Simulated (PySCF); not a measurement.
# EPR calculation of CH$_{8}$BN$_{2}$OSi

The run: EPR calculation of CH$_{8}$BN$_{2}$OSi, multiplicity 2. Method and program: UKS B3LYP, pcH-1 on B C H N O Si, non-relativistic, mean-field spin-orbit, GIAO (PySCF 2.14.0).

It belongs to a series of runs on one base structure; here: H removed from N.

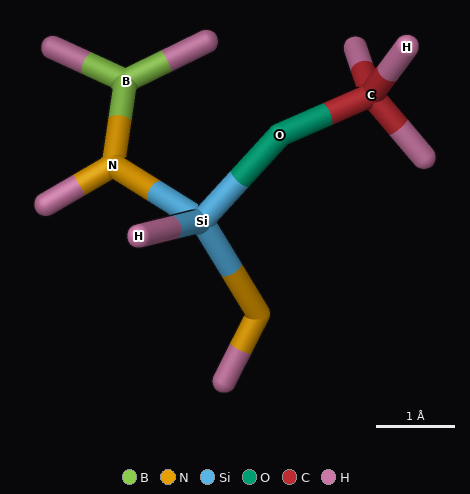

Figure 1. The structure (stick view, seen at a tilt).

Input file:
```
{"job": {"kind": "epr", "basis": "pcH-1"}, "charge": 0, "multiplicity": 2}
B      1.842104    -1.013827     0.081595
N      1.506271     0.117305     0.786630
Si    -0.105619     0.881107     1.026205
N     -0.126324     2.036257    -0.194094
O     -1.292012    -0.206237     0.939129
C     -1.937126    -0.758233    -0.168041
H      1.070434    -1.539349    -0.623526
H      2.920810    -1.465138     0.213447
H      2.228312     0.629753     1.267122
H     -0.160911     1.146957     2.458591
H      0.392650     2.898681    -0.164444
H     -2.302754     0.027506    -0.831406
H     -1.258145    -1.404155    -0.729417
H     -2.778368    -1.351101     0.196068
```

The first line tells a small driver script what to run in PySCF; the rest is the geometry in Å.

Launched with:
```bash
OMP_NUM_THREADS=1 python <driver script> task.json out
```

The program's output:
```
UKS, coarse grid
  cycle   1  E = -541.93268715  |g| = 5.82e-01
  cycle   2  E = -541.71156451  |g| = 9.62e-01
  cycle   3  E = -542.05134572  |g| = 1.37e-01
  cycle   4  E = -542.05772789  |g| = 5.45e-02
  cycle   5  E = -542.05895602  |g| = 1.15e-02
  cycle   6  E = -542.05902605  |g| = 4.30e-03
  cycle   7  E = -542.05903900  |g| = 1.64e-03
  cycle   8  E = -542.05904096  |g| = 1.20e-03
  cycle   9  E = -542.05904206  |g| = 3.08e-04
UKS, final grid
  cycle   1  E = -542.05897412  |g| = 3.72e-04
  cycle   2  E = -542.05897411  |g| = 6.34e-04
  cycle   3  E = -542.05897428  |g| = 9.76e-05
  cycle   4  E = -542.05897433  |g| = 8.00e-05
  cycle   5  E = -542.05897438  |g| = 3.23e-05
  cycle   6  E = -542.05897438  |g| = 2.12e-05
E = -542.05897438 Eh   <S^2> = 0.7536 (exact 0.7500)
g shifts (ppm)      1          2          3
  rmc          -207       -207       -207
  gc              1         36         44
  oz_so          89       1231       7921
  total        -116       1059       7758
hyperfine (MHz)  atom isotope    a_iso     a_fc   dipolar eigenvalues
    0   11B      -1.73      -1.73     -1.68     -0.55      2.23
    1   14N      15.58      15.59     -4.87     -4.69      9.56
    2  29Si      39.55      39.61     -2.07     -0.15      2.22
    3   14N      28.55      28.38    -41.22    -40.37     81.59
    4   17O       0.47       0.47     -3.53      1.49      2.04
    5   13C      -0.49      -0.49     -0.50     -0.42      0.92
    6    1H       2.12       2.12     -1.94     -0.89      2.83
    7    1H      12.21      12.22     -1.70     -1.02      2.72
    8    1H      -3.50      -3.51     -7.12     -0.85      7.97
    9    1H      11.84      11.84     -3.31     -2.27      5.58
   10    1H     -55.23     -55.42    -51.08     -8.83     59.90
   11    1H       0.92       0.91     -2.50     -2.27      4.77
   12    1H       0.20       0.20     -1.49     -1.28      2.77
   13    1H       0.17       0.17     -0.97     -0.85      1.82
```

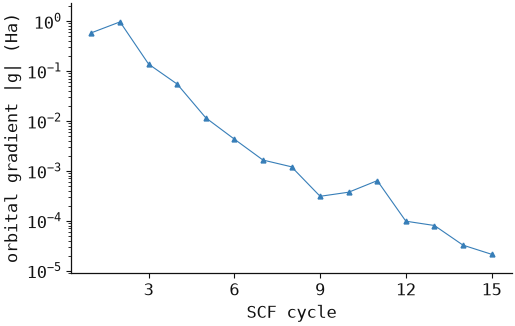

Figure 2. Convergence of the self-consistent field: orbital gradient |g| against the SCF cycle. All cycles printed in the log are drawn one after another.

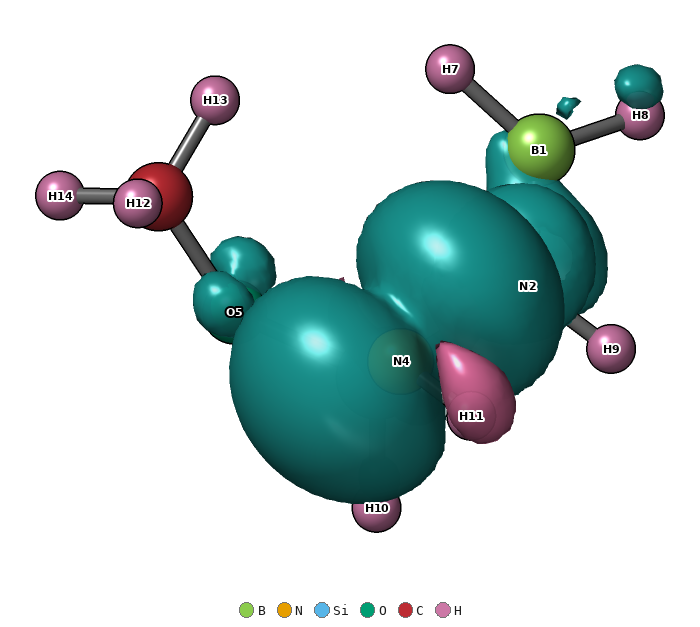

Figure 3. Isosurfaces of the spin density at +0.008 (teal) and −0.008 e/Å³ (pink), seen at an oblique angle. The unpaired spin (1 electron) lies mostly on N4 (about 0.8) and N2 (about 0.1), in electrons by Hirshfeld's partition.

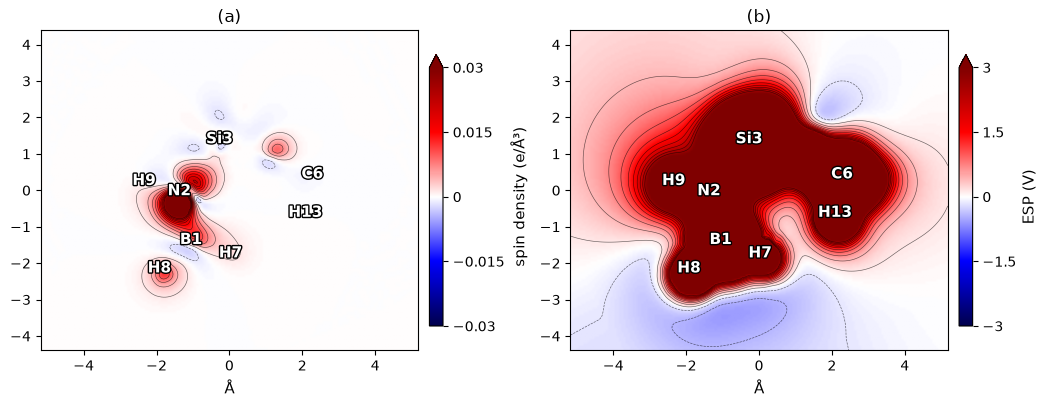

Figure 4. (a) spin density; (b) molecular electrostatic potential on the plane of atoms B1, N2 and Si3. The unpaired spin (1 electron) lies mostly on N4 (about 0.8) and N2 (about 0.1), in electrons by Hirshfeld's partition.

Summary:

- outcome: converged
- total energy: −542.058974 hartree
- ⟨S²⟩: 0.754
- isotropic g: 2.0052
- hardware: 1 CPU thread, shared host
- wall time: 58 s
- peak memory: 0.92 GiB
